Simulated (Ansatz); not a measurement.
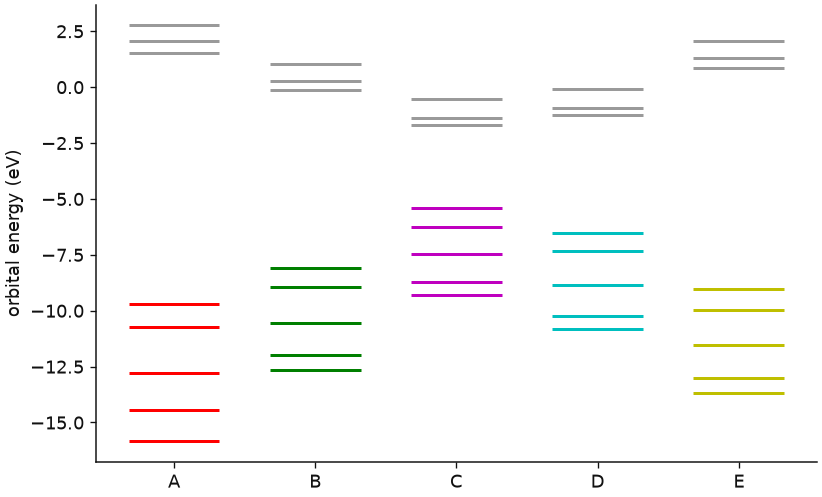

Frontier orbital energies of CH₃AlFN, SMILES F[C@H]1[NH][AlH]1, singlet at one geometry, def2-TZVPP, the Ansatz code, at a PBE0-D4/def2-TZVP geometry (a minimum by its frequencies). Empty levels are grey, levels within 0.1 eV stand side by side; all columns show the same few orbitals around the gap.

The columns come from B3LYP, CAM-B3LYP, HF, revPBE and ωB97X-V. Which is which?

A: HF (HOMO −9.71, LUMO 1.52, separation 11.23 eV)
B: CAM-B3LYP (HOMO −8.09, LUMO −0.14, separation 7.95 eV)
C: revPBE (HOMO −5.43, LUMO −1.69, separation 3.74 eV)
D: B3LYP (HOMO −6.54, LUMO −1.26, separation 5.28 eV)
E: ωB97X-V (HOMO −9.04, LUMO 0.84, separation 9.88 eV)

Limits of at least one run: empty levels above zero depend strongly on the basis.
